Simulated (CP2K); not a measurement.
**CH7Si2 (SMILES C[SiH][SiH3]), run twice**

Aim: energy and forces of CH7Si2 at PM6.

Program for the calculation: CP2K 2026.2.

4 further runs of the same task are left out: 2 that didn't finish, 2 set aside as unsound or not needed.

## (1) The system as given

CH7Si2 has 10 atoms, charge 0, and is taken as a doublet. As SMILES, `C[SiH][SiH3]`. Geometry: relaxed at GFN2-xTB.

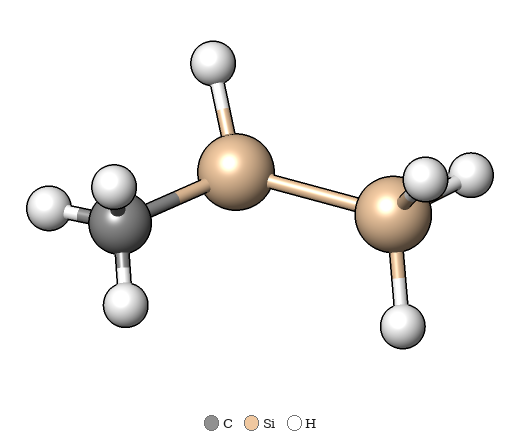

The structure, seen from a chosen angle (carbon grey, silicon light orange, hydrogen white).

## (2) The input as first written

The input, molecule.xyz:

```xyz
10

C     -1.416080     0.623570    -0.890900
Si     0.376830    -0.030140    -0.856920
Si     1.155020    -0.779820     1.155380
H     -1.501160     1.547390    -0.321630
H     -2.106850    -0.093660    -0.455180
H     -1.753070     0.831890    -1.902740
H      1.173190     0.961450    -1.604830
H      0.289570    -1.866640     1.631740
H      1.284920     0.137830     2.299420
H      2.497620    -1.331870     0.945660
```

The input, molecule.inp:

```
&global
    project molecule
    RUNTYPE ENERGY_FORCE
    print_level MEDIUM
&end global

&force_eval
    method QS
    &dft
        charge 0
        multiplicity 2
        uks T
        # Quickstep
        &qs
            method PM6
            eps_default 1.0E-10
            &se
                &coulomb
                    cutoff [angstrom] 50
                    rc_range [angstrom] 0
                &end coulomb
                &exchange
                    cutoff [angstrom] 50
                    rc_range [angstrom] 0
                &end exchange
            &end se
        &end qs
        &poisson
            periodic NONE
            poisson_solver ANALYTIC
        &end poisson
        # SCF settings
        &scf
            scf_guess ATOMIC
            eps_scf 1.0E-07
            max_scf 150
            &diagonalization
                algorithm STANDARD
            &end diagonalization
            &mixing
                method DIRECT_P_MIXING
                alpha 0.4
            &end mixing
        &end scf
        &print
            &moments
                periodic F
                reference COM
                max_moment 1
            &end moments
            &mo ON
                energies T
                occupation_numbers T
                ndigits 6
                &each
                    qs_scf 0
                &end each
                add_last NUMERIC
            &end mo
            &hirshfeld OFF
            &end hirshfeld
        &end print
    &end dft
    # structure
    &subsys
        # box in angstrom
        &cell
            abc [angstrom] 20.6 19.4 20.2
            periodic NONE
        &end cell
        &topology
            coord_file_name molecule.xyz
            coord_file_format XYZ
            &center_coordinates
            &end center_coordinates
        &end topology
    &end subsys
    &print
        &forces ON
        &end forces
    &end print
&end force_eval
```

On the command line:

```sh
$ OMP_NUM_THREADS=1 cp2k.psmp -i molecule.inp > molecule.out 2>&1
```

What it wrote:

```text
Possible matches for unknown keyword

 RUNTYPE

   keyword RUN_TYPE in section %__ROOT__%GLOBAL score:  109
   enum RTP in section %__ROOT__%GLOBAL for keyword RUN_TYPE score:  106
   enum AUTO in section %__ROOT__%GLOBAL for keyword ELPA_KERNEL score:  105
   enum NONE in section %__ROOT__%GLOBAL for keyword RUN_TYPE score:  105
   enum PINT in section %__ROOT__%GLOBAL for keyword RUN_TYPE score:  105

 *******************************************************************************
 *   ___                                                                       *
 *  /   \                                                                      *
 * [ABORT]                                                                     *
 *  \___/           found an unknown keyword RUNTYPE in section GLOBAL         *
 *    |                                                                        *
 *  O/|                                                                        *
 * /| |                                                                        *
 * / \                                               input/input_parsing.F:253 *
 *******************************************************************************

 ===== Routine Calling Stack =====

            3 section_vals_parse
            2 section_vals_parse
            1 read_input
```

Wall time 0.94 s (1 thread of Intel Xeon 6975P-C (Granite Rapids), shared host); peak memory 0.16 GiB.

## (3) Diagnosis

The program refused the input.

The telling line is `Possible matches for unknown keyword`. The cause is that the input text is malformed or holds a word that the program doesn't know.

## (4) Second attempt

molecule.xyz is that of step 2.

The input, qs.inp:

```
&FORCE_EVAL
    METHOD QS
    &DFT
        MULTIPLICITY 2
        LSD T
        &QS
            METHOD PM6
            EPS_DEFAULT 1.0E-10
            &SE
                &COULOMB
                    CUTOFF [angstrom] 50
                    RC_RANGE [angstrom] 0
                &END COULOMB
                &EXCHANGE
                    CUTOFF [angstrom] 50
                    RC_RANGE [angstrom] 0
                &END EXCHANGE
            &END SE
        &END QS
        &POISSON
            PERIODIC NONE
            POISSON_SOLVER ANALYTIC
        &END POISSON
        &SCF
            SCF_GUESS ATOMIC
            EPS_SCF 1.0E-07
            MAX_SCF 150
            &DIAGONALIZATION
                ALGORITHM STANDARD
            &END DIAGONALIZATION
            &MIXING
                METHOD DIRECT_P_MIXING
                ALPHA 0.4
            &END MIXING
        &END SCF
        &PRINT
            &MOMENTS
                PERIODIC F
                REFERENCE COM
                MAX_MOMENT 1
            &END MOMENTS
            &MO ON
                ENERGIES T
                OCCUPATION_NUMBERS T
                NDIGITS 6
                &EACH
                    QS_SCF 0
                &END EACH
                ADD_LAST NUMERIC
            &END MO
            &HIRSHFELD OFF
            &END HIRSHFELD
        &END PRINT
    &END DFT
    &SUBSYS
        &CELL
            ABC 20.6 19.4 20.2
            PERIODIC NONE
        &END CELL
        &TOPOLOGY
            COORD_FILE_NAME molecule.xyz
            COORD_FILE_FORMAT XYZ
            &CENTER_COORDINATES
            &END CENTER_COORDINATES
        &END TOPOLOGY
    &END SUBSYS
    &PRINT
        &FORCES ON
        &END FORCES
    &END PRINT
&END FORCE_EVAL

&GLOBAL
    PROJECT_NAME qs
    RUN_TYPE ENERGY_FORCE
    PRINT_LEVEL MEDIUM
&END GLOBAL
```

On the command line:

```sh
$ OMP_NUM_THREADS=1 cp2k.psmp -i qs.inp -o qs.out
```

What it wrote:

```text
CP2K| version string:                                       CP2K version 2026.2
[...]
 GLOBAL| Method name                                                        CP2K
[...]
 GLOBAL| Run type                                                   ENERGY_FORCE
[...]
                             - Atoms:                                         10
[...]
                             - Spherical basis functions:                     29
[...]
 Number of electrons:                                                         10
[...]
     1 P_Mix/Diag. 0.40E+00    0.0     0.39205944        -8.5152932088 -8.52E+00
[...]
    26 DIIS/Diag.  0.74E-07    0.0     0.00000007       -13.2997686591 -1.56E-13
  *** SCF run converged in    26 steps ***
  Core-core repulsion energy [eV]:                            755.90123670358707
  Core Hamiltonian energy [eV]:                              -541.33377774199403
  Two-electron integral energy [eV]:                        -1152.94513829340713
  Electronic energy [eV]:                                   -1117.80634688869759
  Total energy [eV]:                                         -361.90511018511057
  Atomic reference energy [eV]:                               363.41327661906394
  Heat of formation [kcal/mol]:                                34.77914694419206
[...]
 SE_DIPOLE| Moment [Debye]          0.47141004      -0.45203811      -0.13054197
 SE_DIPOLE| Derivative [a.u.]       0.00000000       0.00000000       0.00000000
 ENERGY| Total FORCE_EVAL ( QS ) energy [hartree]            -13.299768659061240
 FORCES| Atomic forces [hartree/bohr]
 FORCES|   Atom     x               y               z               |f|
 FORCES|      1  1.70600245E-02 -9.51182247E-03  1.95953661E-03   1.96305626E-02
 FORCES|      2 -8.41306870E-03 -3.55831512E-03  2.81209346E-02   2.95673518E-02
 FORCES|      3 -1.02641100E-02  9.32295774E-03 -2.67918255E-02   3.01673898E-02
 FORCES|      4 -1.38845731E-03  5.47043647E-03  2.50844760E-03   6.17622848E-03
 FORCES|      5 -5.58706544E-03 -3.34263124E-03  1.88846344E-03   6.77899535E-03
 FORCES|      6 -2.15869975E-03  1.24578642E-03 -5.63855706E-03   6.16484340E-03
 FORCES|      7  8.10938287E-03  3.69667860E-03 -4.80709623E-03   1.01259912E-02
 FORCES|      8 -6.54894930E-03 -7.55878092E-03  1.93943731E-03   1.01875082E-02
 FORCES|      9 -7.07100764E-04  8.29130128E-03  3.88093451E-03   9.18190182E-03
 FORCES|     10  9.89804388E-03 -4.05561076E-03 -3.06027530E-03   1.11258499E-02
 FORCES| Sum    -1.52655666E-16  4.16333634E-17 -6.93889390E-18
 FORCES| Total atomic force                                       1.58383198E-16
[...]
```

Wall time 0.9 s (1 thread of Intel Xeon 6975P-C (Granite Rapids), shared host); peak memory 0.19 GiB.

## (5) Results

At PM6:

```
                                 quantity          value
                             total energy   -13.29977 Eh
                            dipole moment         0.67 D
       HOMO energy (highest over α and β)       -6.96 eV
heat of formation at this unrelaxed shape  34.8 kcal/mol
                 largest force on an atom     1.551 eV/Å
```

In words: The largest force is 1.55 eV/Å: the shape isn't a stationary point for this species at this level.
